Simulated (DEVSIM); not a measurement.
Device: Mo/Al2O3/p-Ge capacitor, at 500 K.

| layer (left to right) | material | thickness (nm) | Na (cm⁻³) |
|---|---|---|---|
| 1 | Al2O3 | 6.80 | - |
| 2 | Ge | 4200 | 2e16 |

Metal gate on the left, work function 4.6 eV. Fixed charge at the semiconductor interface 0 cm⁻² (in units of +e); no interface traps.

This is a model device: material constants are rounded textbook-type values typed into the input, and sizes, dopings and lifetimes were drawn at random. Values at 300 K; Nc and Nv go as T^1.5, mobilities as T to minus their exponent, the gap by Varshni's rule with the affinity fixed.

```csv
parameter,Al2O3,Ge
gap (eV),6.8,0.664
affinity (eV),1.35,4
permittivity,9,16
Nc (cm⁻³),-,1.04e19
Nv (cm⁻³),-,6e18
Varshni α (eV/K),-,0.000477
Varshni β (K),-,235
```

Simulated with DEVSIM: 1D Poisson equation in equilibrium, Boltzmann statistics, complete ionisation; no quantum confinement or tunnelling. Metal contacts follow the ideal Schottky-Mott rule: no Fermi-level pinning, no interface dipoles.

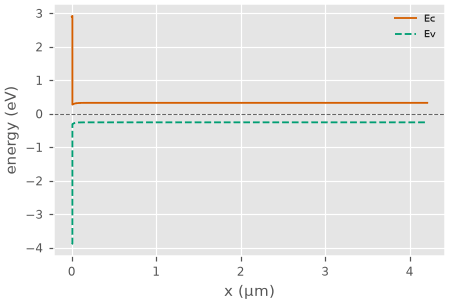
Band edges at 0.35 V on the gate

Energies count from the Fermi level of the right contact; mesh points crowd at the junctions.

| x (μm) | Ec (eV) | Ev (eV) | n (cm⁻³) | p (cm⁻³) | field (V/cm) |
|---|---|---|---|---|---|
| 0.000 | 2.900 | -3.900 | < 1e2 | < 1e2 | 31000 |
| 0.001252 | 2.904 | -3.896 | < 1e2 | < 1e2 | 31000 |
| 0.003265 | 2.910 | -3.890 | < 1e2 | < 1e2 | 31000 |
| 0.005397 | 2.917 | -3.883 | < 1e2 | < 1e2 | 31000 |
| 0.006968 | 0.271 | -0.311 | 4.1e16 | 9.5e15 | 17000 |
| 0.008637 | 0.274 | -0.308 | 3.9e16 | 1.0e16 | 16000 |
| 0.01217 | 0.280 | -0.302 | 3.4e16 | 1.2e16 | 15000 |
| 0.02496 | 0.295 | -0.287 | 2.4e16 | 1.6e16 | 9600 |
| 0.04776 | 0.310 | -0.272 | 1.7e16 | 2.3e16 | 4500 |
| 0.1006 | 0.321 | -0.261 | 1.3e16 | 3.1e16 | 780 |
| 0.2127 | 0.324 | -0.258 | 1.2e16 | 3.2e16 | 17 |
| 0.6180 | 0.324 | -0.258 | 1.2e16 | 3.2e16 | ≈ 0 |
| 1.341 | 0.324 | -0.258 | 1.2e16 | 3.2e16 | ≈ 0 |
| 2.711 | 0.324 | -0.258 | 1.2e16 | 3.2e16 | ≈ 0 |
| 3.684 | 0.324 | -0.258 | 1.2e16 | 3.2e16 | ≈ 0 |
| 3.976 | 0.324 | -0.258 | 1.2e16 | 3.2e16 | ≈ 0 |
| 4.101 | 0.324 | -0.258 | 1.2e16 | 3.2e16 | ≈ 0 |
| 4.161 | 0.324 | -0.258 | 1.2e16 | 3.2e16 | ≈ 0 |
| 4.191 | 0.324 | -0.258 | 1.2e16 | 3.2e16 | ≈ 0 |
| 4.201 | 0.324 | -0.258 | 1.2e16 | 3.2e16 | ≈ 0 |
| 4.205 | 0.324 | -0.258 | 1.2e16 | 3.2e16 | ≈ 0 |
| 4.207 | 0.324 | -0.258 | 1.2e16 | 3.2e16 | ≈ 0 |
